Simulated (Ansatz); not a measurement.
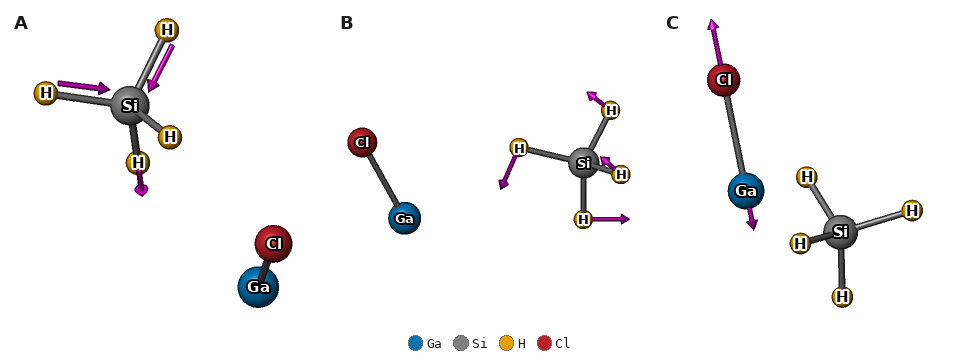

3 normal modes of one molecule or complex, as arrows. Harmonic vibrations computed with RKS PBE0-D4/def2-TZVP (Ansatz 0.2.0) at a stationary point of the same level. It is a saddle point of order 1.

Match the panels to the wavenumbers 78 cm⁻¹, 361 cm⁻¹, 2247 cm⁻¹.

Answer. A: 2247 cm⁻¹, out-of-phase stretching of 3 Si–H bonds
B: 78 cm⁻¹
C: 361 cm⁻¹, Ga–Cl stretching
